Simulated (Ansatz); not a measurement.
# Geometry relaxation of C$_{3}$H$_{9}$FSi

System: C$_{3}$H$_{9}$FSi, SMILES C[Si](C)(C)F.
Method: RKS PBE-D4/def2-SVP (Ansatz 0.2.0).

The geometry: force-field start. Figures and captions count atoms from 1; the log counts them from 0 in places.

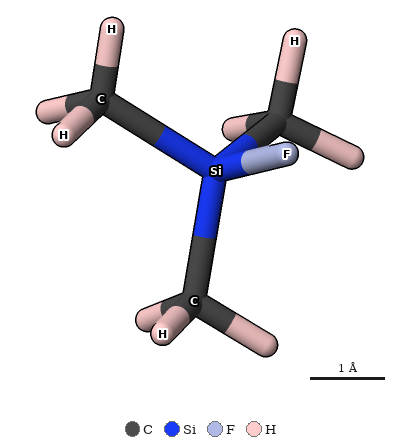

Figure 1. The input geometry (stick view, seen at a tilt). Bond lengths as drawn: C–H 0.98 to 1.15 Å, C–Si 1.80 to 1.86 Å and F–Si 1.61 Å.

Input:
```yaml
crystal:
  periodic: [false, false, false]
  atoms:
    - {symbol: C, position_ang: [-1.635800, 0.506200, 0.170700]}
    - {symbol: Si, position_ang: [0.109300, 0.332900, -0.255300]}
    - {symbol: C, position_ang: [1.132800, 0.366200, 1.261000]}
    - {symbol: C, position_ang: [0.472200, -1.200500, -1.244500]}
    - {symbol: F, position_ang: [0.554700, 1.574500, -1.186700]}
    - {symbol: H, position_ang: [-1.852100, 1.501600, 0.701300]}
    - {symbol: H, position_ang: [-2.018200, -0.269100, 0.788000]}
    - {symbol: H, position_ang: [-2.256100, 0.593700, -0.755500]}
    - {symbol: H, position_ang: [1.029400, 1.314500, 1.871500]}
    - {symbol: H, position_ang: [2.229000, 0.282100, 1.045300]}
    - {symbol: H, position_ang: [0.902000, -0.464400, 1.963200]}
    - {symbol: H, position_ang: [0.135000, -2.092000, -0.651500]}
    - {symbol: H, position_ang: [1.403000, -1.283700, -1.534100]}
    - {symbol: H, position_ang: [-0.217900, -1.191000, -2.144700]}
basis:
  gaussian: {orbitals: def2-SVP}
hamiltonian: {xc: pbe, dispersion: d4}
relax: {f_tol: 0.03, max_steps: 200}
```

Hardware: 4 threads of AMD EPYC, 23 GiB of memory available, shared host.

Launched with:
```bash
ansatz run in.yaml --threads 4 --pin off --events-out ev --progress --plain --max-ram 10444MiB
```

Output:
```
Functional definition: PBE
  name "PBE"
  cite "Perdew, Burke & Ernzerhof, Phys. Rev. Lett. 77, 3865 (1996) doi:10.1103/PhysRevLett.77.3865"
  parent pbe
  parameter kappa = 0.804
  parameter beta = 0.06672455060314922
  exchange = pbe_x(kappa = kappa, mu = beta*pi^2/3)
  correlation = pbe_c(beta = beta)
1340 factors; their error is unknown
mean field evaluation 1: about -13817.8378 eV, gradient 8.8e1 eV
mean field evaluation 2: about -13799.3941 eV, gradient 1.1e2 eV
mean field evaluation 4: about -13836.0761 eV, gradient 3.8e0 eV
mean field evaluation 8: about -13836.1184 eV, gradient 7.6e-2 eV
mean field evaluation 16: about -13836.0479 eV, gradient 2.2e-4 eV
mean field -13836.04786446 eV, -508.4653806089 hartree, gradient 3.0e-5 eV, S^2 0.000000; 0 other end points of the search recorded, 0 dependent functions left out
the calculation of the forces begins
reference -13836.04790065 eV, -508.4653819388 hartree; 25, 25 occupied and 94, 94 virtual orbitals, 1340 factors
relax step   1: F+E_penalty+E_count = -13836.32533864 eV  Δ(F+E_penalty+E_count) = +0.000e0 eV  max|allowed force component| = 6.849e0 eV/Å  Δτ_max = 0.0000 Å  (27 SCF iters, accepted)
these checks for a lower state are left out or cut short: starts, cluster_reference, orbital_swaps, neighbouring_geometries, increment
1340 factors; their error is unknown
mean field -13836.57249323 eV, -508.4846603604 hartree, gradient 2.0e-5 eV, S^2 0.000000; 0 other end points of the search recorded, 0 dependent functions left out
the calculation of the forces begins
reference -13836.57252985 eV, -508.4846617062 hartree; 25, 25 occupied and 94, 94 virtual orbitals, 1340 factors
relax step   2: F+E_penalty+E_count = -13836.84715072 eV  Δ(F+E_penalty+E_count) = -5.218e-1 eV  max|allowed force component| = 1.649e0 eV/Å  Δτ_max = 0.0599 Å  (27 SCF iters, accepted)
these checks for a lower state are left out or cut short: starts, cluster_reference, orbital_swaps, neighbouring_geometries, increment
1340 factors; their error is unknown
mean field evaluation 32: about -13836.6407 eV, gradient 2.0e-5 eV
mean field -13836.64065962 eV, -508.4871654292 hartree, gradient 2.0e-5 eV, S^2 0.000000; 0 other end points of the search recorded, 0 dependent functions left out
the calculation of the forces begins
reference -13836.64069644 eV, -508.4871667824 hartree; 25, 25 occupied and 94, 94 virtual orbitals, 1340 factors
relax step   3: F+E_penalty+E_count = -13836.91321673 eV  Δ(F+E_penalty+E_count) = -6.607e-2 eV  max|allowed force component| = 4.808e-1 eV/Å  Δτ_max = 0.0504 Å  (28 SCF iters, accepted)
these checks for a lower state are left out or cut short: starts, cluster_reference, orbital_swaps, neighbouring_geometries, increment
1340 factors; their error is unknown
mean field -13836.64936485 eV, -508.4874853406 hartree, gradient 2.0e-5 eV, S^2 0.000000; 0 other end points of the search recorded, 0 dependent functions left out
the calculation of the forces begins
reference -13836.64940170 eV, -508.4874866945 hartree; 25, 25 occupied and 94, 94 virtual orbitals, 1340 factors
relax step   4: F+E_penalty+E_count = -13836.92150966 eV  Δ(F+E_penalty+E_count) = -8.293e-3 eV  max|allowed force component| = 2.847e-2 eV/Å  Δτ_max = 0.0280 Å  (28 SCF iters, accepted)
```

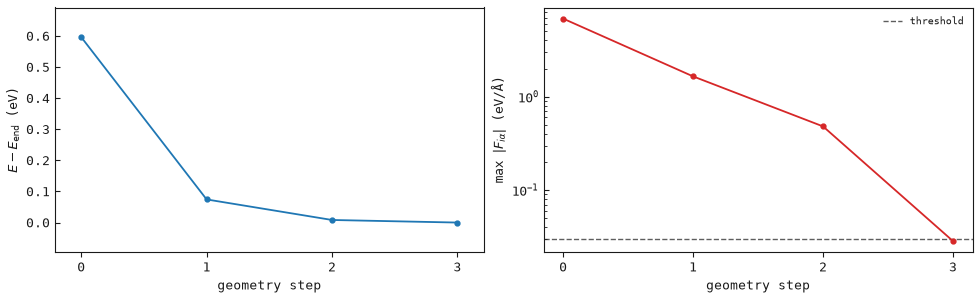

Figure 2. Progress of the relaxation, step by step (the first geometry is step 0 here and step 1 in the log).

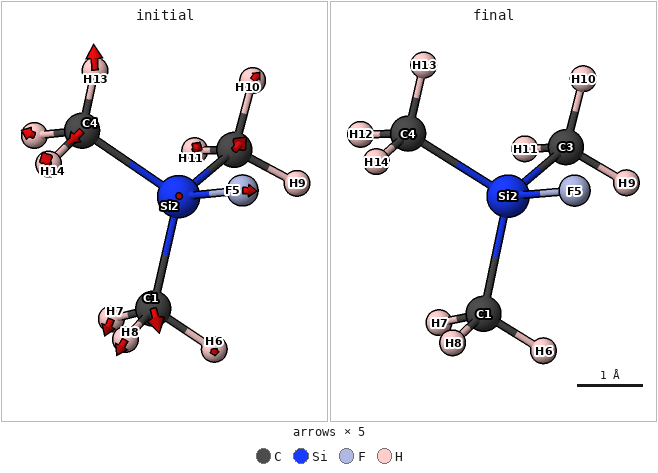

Figure 3. Before (left) and after (right) the relaxation, at one scale (ball-and-stick view, seen at a tilt). The red arrows give the displacements, magnified 5 times. The largest moves after the best rigid fit, 0.086 Å, are those of C1 and H13. By element the largest moves are H 0.086 Å, C 0.085 Å, F 0.048 Å, Si 0.016 Å. Among the contacts that change: C4–H13 0.978 → 1.109 Å, C1–Si2 1.805 → 1.879 Å, Si2–C3 1.830 → 1.879 Å, C1–H7 1.062 → 1.110 Å. Among the angles that change: H6–C1–H8 102.1° → 107.8°, H12–C4–H13 112.0° → 107.8°, Si2–C4–H14 107.2° → 111.0°. After 3 geometry steps the energy has fallen by 0.596 eV. Largest force component: 6.8 eV/Å at the start, 0.028 eV/Å at the end. (Atoms are counted from 1 in the order of the input.)

```
1340 factors; their error is unknown
mean field -13836.64936485 eV, -508.4874853406 hartree, gradient 2.0e-5 eV, S^2 0.000000; 1 other end points of the search recorded, 0 dependent functions left out
the calculation of the forces begins
reference -13836.64940170 eV, -508.4874866945 hartree; 25, 25 occupied and 94, 94 virtual orbitals, 1340 factors
Total energy: -13836.92154650 eV, -508.4974878315 hartree
Atom 0 at    -1.701734     0.560030     0.164181 Å, force    -0.000355     0.001650    -0.002525 eV/Å
Atom 1 at     0.119010     0.332312    -0.242338 Å, force    -0.012455    -0.028475     0.017061 eV/Å
Atom 2 at     1.187072     0.373666     1.303302 Å, force    -0.000867     0.000430    -0.000163 eV/Å
Atom 3 at     0.413718    -1.223642    -1.254767 Å, force    -0.005805     0.002104     0.004235 eV/Å
Atom 4 at     0.570741     1.619095    -1.180577 Å, force     0.008347     0.012657    -0.013681 eV/Å
Atom 5 at    -1.871594     1.508629     0.713528 Å, force     0.001512    -0.005660     0.002641 eV/Å
Atom 6 at    -2.077865    -0.271281     0.796663 Å, force     0.008136     0.008181    -0.007261 eV/Å
Atom 7 at    -2.315313     0.588258    -0.759624 Å, force     0.003911    -0.004644     0.005248 eV/Å
Atom 8 at     1.040233     1.320329     1.862425 Å, force    -0.002753    -0.002878     0.001237 eV/Å
Atom 9 at     2.263660     0.293141     1.048791 Å, force    -0.003736    -0.004602    -0.003453 eV/Å
Atom 10 at     0.935227    -0.465772     1.984750 Å, force     0.000488     0.006590    -0.008203 eV/Å
Atom 11 at     0.134224    -2.131257    -0.679577 Å, force     0.002732     0.012082    -0.004044 eV/Å
Atom 12 at     1.480401    -1.319782    -1.543099 Å, force     0.000037     0.003520     0.006261 eV/Å
Atom 13 at    -0.190481    -1.212726    -2.184960 Å, force     0.000808    -0.000954     0.002646 eV/Å
Dipole moment:    -0.103796    -0.296759     0.216361 e Å
```

Trajectory as extended XYZ (Å, eV, eV/Å), 4 frames, from step=1 to step=4:
```
14
Properties=species:S:1:pos:R:3:forces:R:3 step=1 energy=-13836.32534
C    -1.6358    0.5062    0.1707   -1.3976   2.6688  -0.6433
Si    0.1093    0.3329   -0.2553    0.7786  -0.9728   0.0948
C     1.1328    0.3662    1.2610    1.1373   0.5993   1.4101
C     0.4722   -1.2005   -1.2445   -6.8485  -0.0034   1.2838
F     0.5547    1.5745   -1.1867    0.2746   1.1519  -0.7405
H    -1.8521    1.5016    0.7013    0.3985  -0.9417  -0.3258
H    -2.0182   -0.2691    0.7880   -0.6057  -1.2751   0.8941
H    -2.2561    0.5937   -0.7555    0.0530  -0.2913   0.1746
H     1.0294    1.3145    1.8715   -0.0823  -0.4820  -0.4457
H     2.2290    0.2821    1.0453   -0.2976  -0.0119  -0.0608
H     0.9020   -0.4644    1.9632   -0.1020  -0.0337  -0.1138
H     0.1350   -2.0920   -0.6515    0.3497   0.2110  -0.1907
H     1.4030   -1.2837   -1.5341    5.7744  -0.6042  -1.7536
H    -0.2179   -1.1910   -2.1447    0.5677  -0.0148   0.4169
14
Properties=species:S:1:pos:R:3:forces:R:3 step=2 energy=-13836.84715
C    -1.6685    0.5246    0.1527   -0.7446   0.9776  -0.0679
Si    0.1206    0.3408   -0.2382    0.3205  -0.6935  -0.0286
C     1.1719    0.3774    1.2901    0.4650   0.1952   0.6412
C     0.4306   -1.2069   -1.2470   -1.6492  -0.0315   0.2055
F     0.5616    1.6024   -1.1740    0.1719   0.6532  -0.4005
H    -1.8547    1.4910    0.6922    0.0826  -0.3220  -0.1200
H    -2.0606   -0.2796    0.7841   -0.1260  -0.3814   0.2362
H    -2.2835    0.5736   -0.7749    0.0827  -0.1005   0.0976
H     1.0495    1.3204    1.8768   -0.0395  -0.1620  -0.1747
H     2.2575    0.2878    1.0567   -0.1420   0.0030  -0.0524
H     0.9255   -0.4588    1.9796   -0.0456  -0.0046  -0.0640
H     0.1162   -2.0999   -0.6601    0.1929   0.0332  -0.0504
H     1.4507   -1.3089   -1.5600    1.1949  -0.1853  -0.3431
H    -0.2295   -1.1928   -2.1492    0.2362   0.0187   0.1212
14
Properties=species:S:1:pos:R:3:forces:R:3 step=3 energy=-13836.91322
C    -1.6912    0.5596    0.1609    0.0908  -0.1274  -0.0006
Si    0.1267    0.3187   -0.2404   -0.1230   0.4808   0.0531
C     1.1849    0.3809    1.3112   -0.0119  -0.1089  -0.1214
C     0.4048   -1.2277   -1.2528    0.1090  -0.0895  -0.1064
F     0.5533    1.6345   -1.1650    0.0433  -0.2264   0.0402
H    -1.8517    1.5060    0.7127   -0.0346   0.0320   0.0129
H    -2.0600   -0.2768    0.7881   -0.0778  -0.0042   0.0301
H    -2.2929    0.5854   -0.7688   -0.0585   0.0199  -0.0048
H     1.0291    1.3291    1.8635    0.0076   0.0036  -0.0058
H     2.2587    0.2986    1.0485    0.0347   0.0110   0.0607
H     0.9293   -0.4609    1.9874    0.0304   0.0056   0.0318
H     0.1331   -2.1406   -0.6846   -0.0302   0.0061   0.0309
H     1.4667   -1.3268   -1.5528    0.0515  -0.0031  -0.0101
H    -0.2035   -1.2091   -2.1791   -0.0312   0.0005  -0.0105
14
Properties=species:S:1:pos:R:3:forces:R:3 step=4 energy=-13836.92151
C    -1.7017    0.5600    0.1642   -0.0004   0.0016  -0.0025
Si    0.1190    0.3323   -0.2423   -0.0125  -0.0285   0.0171
C     1.1871    0.3737    1.3033   -0.0009   0.0004  -0.0002
C     0.4137   -1.2236   -1.2548   -0.0058   0.0021   0.0042
F     0.5707    1.6191   -1.1806    0.0083   0.0127  -0.0137
H    -1.8716    1.5086    0.7135    0.0015  -0.0057   0.0026
H    -2.0779   -0.2713    0.7967    0.0081   0.0082  -0.0073
H    -2.3153    0.5883   -0.7596    0.0039  -0.0046   0.0052
H     1.0402    1.3203    1.8624   -0.0028  -0.0029   0.0012
H     2.2637    0.2931    1.0488   -0.0037  -0.0046  -0.0035
H     0.9352   -0.4658    1.9848    0.0005   0.0066  -0.0082
H     0.1342   -2.1313   -0.6796    0.0027   0.0121  -0.0040
H     1.4804   -1.3198   -1.5431    0.0000   0.0035   0.0063
H    -0.1905   -1.2127   -2.1850    0.0008  -0.0010   0.0026
```

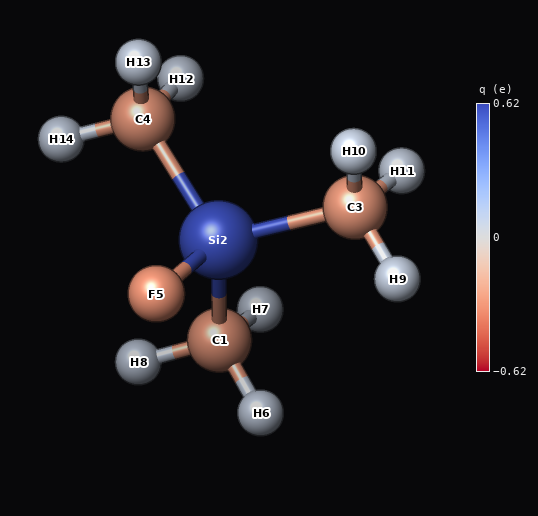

Figure 4. Mulliken charges, as the colour of each atom (ball-and-stick view, seen at a tilt; atoms are numbered from 1 in the order of the input; Mulliken charges depend strongly on the basis). By element: C −0.28, Si +0.59, F −0.31 and H +0.06 e.

Key numbers:

| quantity | value |
| --- | --- |
| outcome | converged |
| total energy | −13836.9215 eV |
| mean-field energy | −13836.6494 eV |
| dispersion energy | −0.2721 eV |
| SCF solution under orbital rotations | stable |
| largest force (length of the vector) at the end | 0.035 eV/Å |
| dipole moment | 1.83 D |
| wall time | 6 s (CPU time 20 s) |
| peak memory | 0.18 GiB |
